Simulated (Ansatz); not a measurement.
# Ca on W(100): change of the work function, part 2 of 3

How does one ordered layer of Ca (hollow site) change the work function of W(100), and what dipole does each adsorbate carry?

Ansatz 0.2.0; plane-wave DFT, PBE, Ansatz PAW.

So far, work function, upper face (eV): step 2 (the clean slab) 4.14.

### Step 3. Adsorbate added

System of this step: CaW20 (Ca/W(100)). The cell holds 21 atoms: 20 W and 1 Ca. Cell: a = 6.320 Å, b = 6.320 Å, c = 26.904 Å, α = 90.0°, β = 90.0°, γ = 90.0°. Vacuum lies along c.

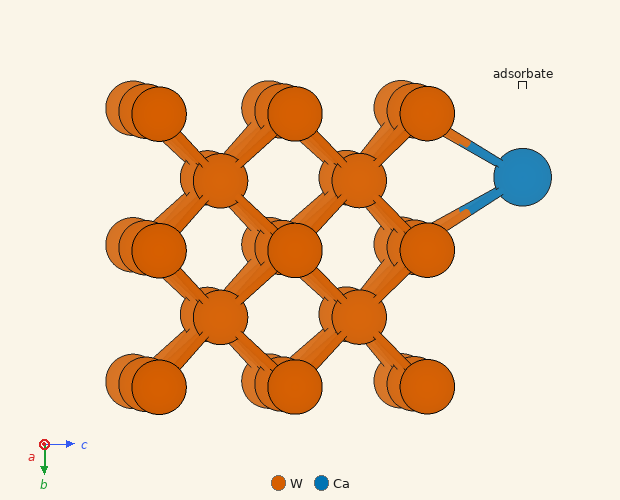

The cell of this step (tungsten orange, calcium blue). Some periodic images of atoms are drawn too.

The clean slab as it ended is repeated in the plane and the adsorbate is set on one face; the cell's size fixes the coverage, and the k-mesh shrinks with it to keep the sampling density about even. Adsorbate and upper layers relax, since the dipole depends on the height.

The input, input.yaml:

```yaml
crystal:
  lattice:
    - [6.32, 0.0, 0.0]
    - [0.0, 6.32, 0.0]
    - [0.0, 0.0, 26.9039152993]
  atoms:
    - { symbol: W, position: [0.0, 0.0, 0.3345238007] }
    - { symbol: W, position: [0.25, 0.25, 0.3932513123] }
    - { symbol: W, position: [0.0, 0.0, 0.4519479206] }
    - { symbol: W, position: [0.25, 0.25, 0.5130772152] }
    - { symbol: W, position: [0.0, 0.0, 0.566244956] }
    - { symbol: W, position: [0.0, 0.5, 0.3345238007] }
    - { symbol: W, position: [0.25, 0.75, 0.3932513123] }
    - { symbol: W, position: [0.0, 0.5, 0.4519479206] }
    - { symbol: W, position: [0.25, 0.75, 0.5130772152] }
    - { symbol: W, position: [0.0, 0.5, 0.566244956] }
    - { symbol: W, position: [0.5, 0.0, 0.3345238007] }
    - { symbol: W, position: [0.75, 0.25, 0.3932513123] }
    - { symbol: W, position: [0.5, 0.0, 0.4519479206] }
    - { symbol: W, position: [0.75, 0.25, 0.5130772152] }
    - { symbol: W, position: [0.5, 0.0, 0.566244956] }
    - { symbol: W, position: [0.5, 0.5, 0.3345238007] }
    - { symbol: W, position: [0.75, 0.75, 0.3932513123] }
    - { symbol: W, position: [0.5, 0.5, 0.4519479206] }
    - { symbol: W, position: [0.75, 0.75, 0.5130772152] }
    - { symbol: W, position: [0.5, 0.5, 0.566244956] }
    - { symbol: Ca, position: [0.25, 0.25, 0.6654761993] }
kpoints:
  mp_grid: { grid: [6, 6, 1] }
hamiltonian:
  xc: pbe
scf:
  occupations: { method: fermi_dirac, width: 0.1 }
  convergence: { dr2_threshold: 1.0e-08 }
efield:
  axis: 3
  dipole_correction: true
  ramp_position: 0.97
  ramp_width: 0.06
relax:
  f_tol: 0.02
  max_steps: 60
  constraints: [{ sites: [0, 1, 5, 6, 10, 11, 15, 16] }]
output:
  dos: { projected: true, e_range: [-8, 4] }
  write_potential: true
  write_density: true
  volumetric_format: npy
  elf: true
```

On the command line:

```console
ansatz run input.yaml --threads 4 --pin off --max-ram 6144MiB --backend cpu --events-out ev --progress --plain --runs-dir out
```

Numbers of over 12 decimals in the logs are rounded to 6 here.

The program printed:

```text
[...]
Crystal: 21 atoms, lattice volume = 1074.607 Å³
Basis set: ecut = 420 eV, 21037 PW (Γ), exchange–correlation on 90×90×360 points (8 copies of the dense FFT grid, shifted against one another)
Bands: 174, of which v1, the nominal top of the filled ones, is band 145 counted from 1 (144 counted from 0)
Symmetry: 8 space group operations
[...]
k-points: 10 of 36
[...]
SCF iter   1: F=—  HF=-209493.996129 eV  |F-HF|=—  |Δ(HF+E_count)|=         —  Δρ=8.69e-3  dr2=2.29e1  ethr=1.77e-3  p=0.635 e·Å  D=1.07e-1 V/Å  ΔV_dip=-2.88 eV  dr2_dipole=1.30e1  V_vac-E_F(+/−)=1.63/4.51 eV  ⟨swp⟩=13.0  Hψ=10149  notcnv=0
[...]
SCF iter  12: F=-209493.628866 eV  HF=-209493.628866 eV  |F-HF|=2.10e-9  |Δ(HF+E_count)|=   5.27e-9  Δρ=2.27e-7  dr2=2.20e-9  ethr=3.45e-12  p=0.432 e·Å  D=7.28e-2 V/Å  ΔV_dip=-1.96 eV  dr2_dipole=7.56e-11  V_vac-E_F(+/−)=2.29/4.24 eV  ⟨swp⟩=10.1  Hψ=11005  notcnv=0
SCF 1 converged in 12 iterations: F = -209493.628866 eV  dr2 = 2.20e-9
[...]
relax step   1: F+E_penalty+E_count = -209493.62886596 eV  Δ(F+E_penalty+E_count) = +0.000e0 eV  max|allowed force component| = 1.253e0 eV/Å  Δτ_max = 0.0000 Å  (12 SCF iters, accepted)
[...]
iter 1 solved again at ethr=2.96e-4 eV; its pass at ethr=3.10e-3 eV (dr2=8.60e-1 eV) is discarded
SCF iter   1: F=—  HF=-209493.969117 eV  |F-HF|=—  |Δ(HF+E_count)|=         —  Δρ=4.36e-3  dr2=1.01e0  ethr=2.96e-4  p=0.432 e·Å  D=7.28e-2 V/Å  ΔV_dip=-1.96 eV  dr2_dipole=2.85e-1  V_vac-E_F(+/−)=2.32/4.27 eV  ⟨swp⟩=2.0  Hψ=6527  notcnv=0
[...]
eigensolver tolerance schedule calibrated: the retry pair's looser diagonalisation under-reported the residual by θ = 0.15 (0.15/decade); ethr = c·dr2/N_el runs at the constant in force after the calibration composes with the one it found (an armed cap, an earlier calibration), c = 4.5e-2
[...]
SCF iter   2: F=—  HF=-209493.916717 eV  |F-HF|=—  |Δ(HF+E_count)|=   5.24e-2  Δρ=2.08e-3  dr2=2.01e-1  ethr=1.57e-4  p=0.444 e·Å  D=7.48e-2 V/Å  ΔV_dip=-2.01 eV  dr2_dipole=1.94e-2  V_vac-E_F(+/−)=2.23/4.25 eV  ⟨swp⟩=3.5  Hψ=4023  notcnv=0
[...]
SCF iter  10: F=-209493.899478 eV  HF=-209493.899478 eV  |F-HF|=1.75e-10  |Δ(HF+E_count)|=   8.53e-9  Δρ=2.63e-7  dr2=2.60e-9  ethr=1.54e-12  p=0.437 e·Å  D=7.36e-2 V/Å  ΔV_dip=-1.98 eV  dr2_dipole=2.84e-11  V_vac-E_F(+/−)=2.26/4.24 eV  ⟨swp⟩=11.8  Hψ=12342  notcnv=0
SCF 2 converged in 10 iterations: F = -209493.899478 eV  dr2 = 2.60e-9
relax step   2: F+E_penalty+E_count = -209493.89947822 eV  Δ(F+E_penalty+E_count) = -2.706e-1 eV  max|allowed force component| = 9.047e-1 eV/Å  Δτ_max = 0.1975 Å  (10 SCF iters, accepted)
SCF iter   1: F=—  HF=-209494.105137 eV  |F-HF|=—  |Δ(HF+E_count)|=         —  Δρ=3.61e-3  dr2=1.46e0  ethr=2.87e-3  p=0.437 e·Å  D=7.36e-2 V/Å  ΔV_dip=-1.98 eV  dr2_dipole=4.51e-1  V_vac-E_F(+/−)=2.29/4.27 eV  ⟨swp⟩=6.2  Hψ=4185  notcnv=0
[...]
SCF iter   9: F=-209494.077155 eV  HF=-209494.077155 eV  |F-HF|=1.34e-8  |Δ(HF+E_count)|=   1.38e-7  Δρ=7.94e-7  dr2=9.48e-9  ethr=3.45e-12  p=0.421 e·Å  D=7.09e-2 V/Å  ΔV_dip=-1.91 eV  dr2_dipole=3.57e-10  V_vac-E_F(+/−)=2.32/4.23 eV  ⟨swp⟩=13.6  Hψ=13948  notcnv=0
SCF 3 converged in 9 iterations: F = -209494.077155 eV  dr2 = 9.48e-9
[...]
relax step   3: F+E_penalty+E_count = -209494.07715543 eV  Δ(F+E_penalty+E_count) = -1.777e-1 eV  max|allowed force component| = 3.786e-1 eV/Å  Δτ_max = 0.1952 Å  (9 SCF iters, accepted)
[...]
relax step   4: F+E_penalty+E_count = -209494.13580054 eV  Δ(F+E_penalty+E_count) = -5.865e-2 eV  max|allowed force component| = 2.817e-1 eV/Å  Δτ_max = 0.1950 Å  (9 SCF iters, accepted)
[...]
relax step   5: F+E_penalty+E_count = -209494.15096509 eV  Δ(F+E_penalty+E_count) = -1.516e-2 eV  max|allowed force component| = 2.156e-1 eV/Å  Δτ_max = 0.0467 Å  (10 SCF iters, accepted)
[...]
relax step   6: F+E_penalty+E_count = -209494.15720912 eV  Δ(F+E_penalty+E_count) = -6.244e-3 eV  max|allowed force component| = 7.215e-2 eV/Å  Δτ_max = 0.0411 Å  (10 SCF iters, accepted)
[...]
relax step   7: F+E_penalty+E_count = -209494.15973744 eV  Δ(F+E_penalty+E_count) = -2.528e-3 eV  max|allowed force component| = 2.749e-2 eV/Å  Δτ_max = 0.0105 Å  (9 SCF iters, accepted)
SCF iter   1: F=—  HF=-209494.160274 eV  |F-HF|=—  |Δ(HF+E_count)|=         —  Δρ=6.97e-5  dr2=2.29e-4  ethr=2.90e-6  p=0.402 e·Å  D=6.76e-2 V/Å  ΔV_dip=-1.82 eV  dr2_dipole=6.54e-5  V_vac-E_F(+/−)=2.42/4.24 eV  ⟨swp⟩=2.0  Hψ=2323  notcnv=0
[...]
SCF iter   6: F=-209494.159772 eV  HF=-209494.159772 eV  |F-HF|=8.44e-10  |Δ(HF+E_count)|=   1.04e-8  Δρ=2.92e-7  dr2=3.17e-9  ethr=3.45e-12  p=0.401 e·Å  D=6.76e-2 V/Å  ΔV_dip=-1.82 eV  dr2_dipole=2.04e-10  V_vac-E_F(+/−)=2.42/4.24 eV  ⟨swp⟩=10.9  Hψ=12678  notcnv=0
SCF 8 converged in 6 iterations: F = -209494.159772 eV  dr2 = 3.17e-9
relax step   8: F+E_penalty+E_count = -209494.15977228 eV  Δ(F+E_penalty+E_count) = -3.485e-5 eV  max|allowed force component| = 1.013e-2 eV/Å  Δτ_max = 0.0020 Å  (6 SCF iters, accepted)
NSCF: frozen V_eff on 10 k-points
[...]
SCF converged after 6 iterations
Free energy (F): -209494.159772 eV
[...]
Internal energy: -209493.439452 eV  (E = F + TS)
E sigma→0 (E₀):  -209493.799612 eV
Entropy (-TS):   -0.720320 eV (-34.301 meV/atom)
Fermi energy:    4.648610 eV
Dipole field:    D = 0.067559 V/Å  (p = 0.401211 e·Å, saw-weighted, corrected)
Work function:   Φ+ = 2.4180 eV   Φ− = 4.2356 eV
[...]
--- Forces (eV/Å), atoms counted from 1 ---
  atom   1  W     -0.02219188    -0.02219188     1.29049576
  atom   2  W      0.00000000     0.00000000    -1.16771108
  atom   3  W      0.00051272     0.00051272     0.00043381
  atom   4  W     -0.00000000     0.00000000     0.00042989
  atom   5  W      0.00081119     0.00081119    -0.00097063
  atom   6  W     -0.02219188     0.02219188     1.29049576
  atom   7  W     -0.00000000     0.00000000    -1.30526700
  atom   8  W      0.00051272    -0.00051272     0.00043381
  atom   9  W      0.00000000     0.00000000     0.00540157
  atom  10  W      0.00081119    -0.00081119    -0.00097063
  atom  11  W      0.02219188    -0.02219188     1.29049576
  atom  12  W      0.00000000     0.00000000    -1.30526700
  atom  13  W     -0.00051272     0.00051272     0.00043381
  atom  14  W      0.00000000     0.00000000     0.00540157
  atom  15  W     -0.00081119     0.00081119    -0.00097063
  atom  16  W      0.02219188     0.02219188     1.29049576
  atom  17  W     -0.00000000     0.00000000    -1.38243798
  atom  18  W     -0.00051272    -0.00051272     0.00043381
  atom  19  W     -0.00000000     0.00000000    -0.01012959
  atom  20  W     -0.00081119    -0.00081119    -0.00097063
  atom  21  Ca    -0.00000000     0.00000000    -0.00024289
  max |Σ_I F_I| component: 1.32e-5 eV/Å
--- Band table (eV; the first three rows and the last of 10) ---
  k-point 0: bands = [... 141 lower, 4.5587, 4.6475, 4.6475, 4.6981, 4.8258, 4.8258, 4.9256, 5.5273, ... 25 higher]
  k-point 1: bands = [... 141 lower, 4.4389, 4.5867, 4.6003, 4.7664, 4.7712, 5.0352, 5.1643, 5.3665, ... 25 higher]
  k-point 2: bands = [... 141 lower, 4.4450, 4.5486, 4.6741, 4.7214, 4.8908, 4.9290, 4.9748, 5.0784, ... 25 higher]
  k-point 9: bands = [... 141 lower, 4.3084, 4.4350, 4.4379, 4.4379, 4.4392, 4.4636, 4.4696, 4.5618, ... 25 higher]
--- Relaxed structure (8 steps of the walk, 8 accepted, 0 SCFs on fresh bases) ---
  F+E_penalty+E_count = -209494.15977228 eV   max|allowed force component| = 1.013e-2 eV/Å
  atoms:
    - { symbol: W, position: [0.0, 0.0, 0.3345238007] }
    - { symbol: W, position: [0.250000, 0.250000, 0.3932513123] }
    - { symbol: W, position: [0.00278562, 0.00278562, 0.452332] }
    - { symbol: W, position: [0.250000, 0.250000, 0.516505] }
    - { symbol: W, position: [-0.021205, -0.021205, 0.567752] }
    - { symbol: W, position: [0.0, 0.500000, 0.3345238007] }
    - { symbol: W, position: [0.250000, 0.75, 0.3932513123] }
    - { symbol: W, position: [0.00278562, 0.497214, 0.452332] }
    - { symbol: W, position: [0.250000, 0.75, 0.512470] }
    - { symbol: W, position: [-0.021205, 0.521205, 0.567752] }
    - { symbol: W, position: [0.500000, 0.0, 0.3345238007] }
    - { symbol: W, position: [0.75, 0.250000, 0.3932513123] }
    - { symbol: W, position: [0.497214, 0.00278562, 0.452332] }
    - { symbol: W, position: [0.75, 0.250000, 0.512470] }
    - { symbol: W, position: [0.521205, -0.021205, 0.567752] }
    - { symbol: W, position: [0.500000, 0.500000, 0.3345238007] }
    - { symbol: W, position: [0.75, 0.75, 0.3932513123] }
    - { symbol: W, position: [0.497214, 0.497214, 0.452332] }
    - { symbol: W, position: [0.75, 0.75, 0.508780] }
    - { symbol: W, position: [0.521205, 0.521205, 0.567752] }
    - { symbol: Ca, position: [0.250000, 0.250000, 0.645830] }
```

Run time: 5.2 min. Hardware: 4 threads of Intel Xeon Platinum 8488C (Sapphire Rapids), shared host; peak memory 4.4 GiB.

Relaxation path:

```csv
step,energy less that of the first step (eV),largest force component (eV/Å)
1,0.0000,1.2526
2,-0.2706,0.9047
3,-0.4483,0.3786
4,-0.5069,0.2817
5,-0.5221,0.2156
6,-0.5283,0.0721
7,-0.5309,0.0275
8,-0.5309,0.0101
```

Forces are held to the 8 operations that the run works with; a distortion that breaks them can't arise in this run.

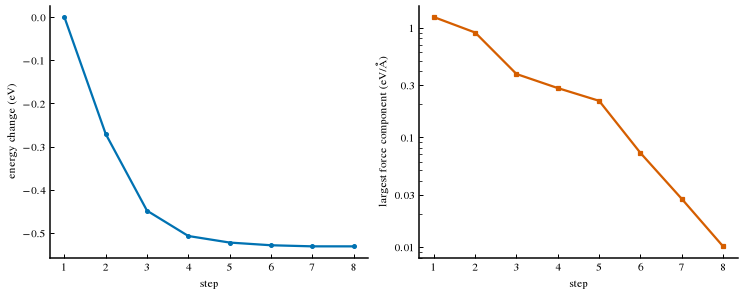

Energy and largest force along the relaxation.

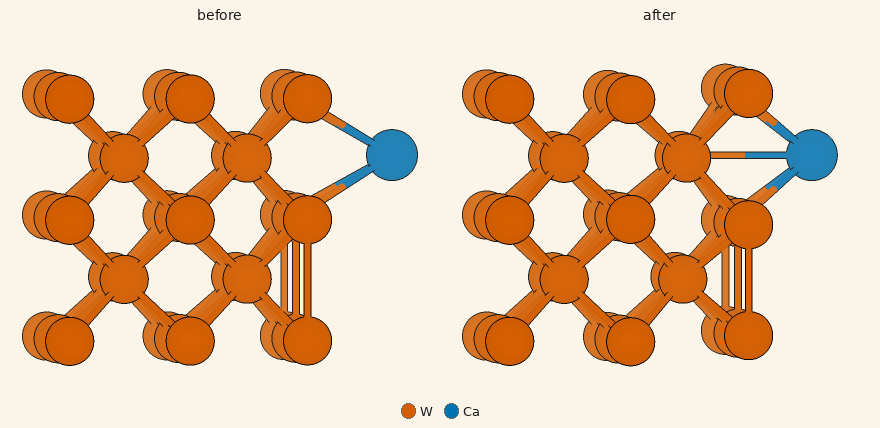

The structure before and after the relaxation, drawn at the same scale.

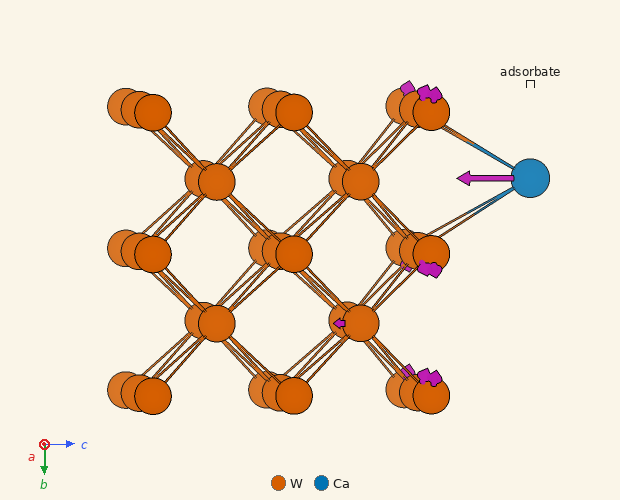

Displacements in the relaxation, exaggerated; the longest in the cell stands for 0.53 Å. Some periodic images of atoms are drawn too.

The atoms that moved most (Å):

```csv
atom,dx,dy,dz,length
Ca21,0.000,0.000,-0.529,0.529
W20,0.134,0.134,0.041,0.194
W15,0.134,-0.134,0.041,0.194
W10,-0.134,0.134,0.041,0.194
W5,-0.134,-0.134,0.041,0.194
W19,0.000,0.000,-0.116,0.116
W4,0.000,0.000,0.092,0.092
W3,0.018,0.018,0.010,0.027
```

Final coordinates:

```
W Ca
1.0
     6.32000    0.00000    0.00000
     0.00000    6.32000    0.00000
     0.00000    0.00000   26.90392
W Ca
20 1
Direct
  0.00000 0.00000 0.33452
  0.25000 0.25000 0.39325
  0.00279 0.00279 0.45233
  0.25000 0.25000 0.51650
  0.97879 0.97879 0.56775
  0.00000 0.50000 0.33452
  0.25000 0.75000 0.39325
  0.00279 0.49721 0.45233
  0.25000 0.75000 0.51247
  0.97879 0.52121 0.56775
  0.50000 0.00000 0.33452
  0.75000 0.25000 0.39325
  0.49721 0.00279 0.45233
  0.75000 0.25000 0.51247
  0.52121 0.97879 0.56775
  0.50000 0.50000 0.33452
  0.75000 0.75000 0.39325
  0.49721 0.49721 0.45233
  0.75000 0.75000 0.50878
  0.52121 0.52121 0.56775
  0.25000 0.25000 0.64583
```

Numbers from this step:

| Item | Value |
| --- | --- |
| energy at zero smearing | -209493.7996 eV |
| work function, upper face | 2.418 eV |
| work function, lower face | 4.236 eV |
| dipole along the normal | 0.4012 e·Å |
| step between the vacuum levels | -1.818 eV |

(Part 2 of 3 ends here.)

[Logs are printed without paths, hosts, clocks, repeated set-up lines and the standing remarks that a program may print on its own settings, such as how far it seeks lower states.]

[Hosts, paths, dates, database ids (printed as entryN), source tags and the programs' standing remarks are cut or masked in the printed files.]

[Maps of the electrostatic potential energy from Ansatz leave out the sawtooth potential of an applied field or a dipole correction, so their vacuum need not be flat; planar profiles and work functions include it.]
